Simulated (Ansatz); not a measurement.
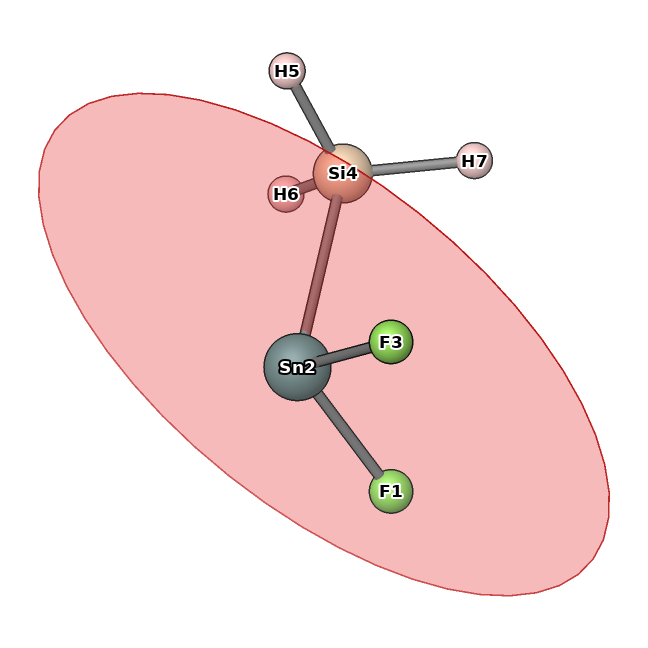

A disc through the centre of mass is drawn in. Depth is shown by fading: the farther an atom, the more it takes the colour of the background. The species is neutral and a spin doublet. The computed structure is the end point of a PBE0-D4/def2-TZVP optimisation.

> Is the plane of the disc a mirror plane of the structure?

No. The point group is Cs, with 1 mirror plane, and this plane isn't one of its mirror planes.
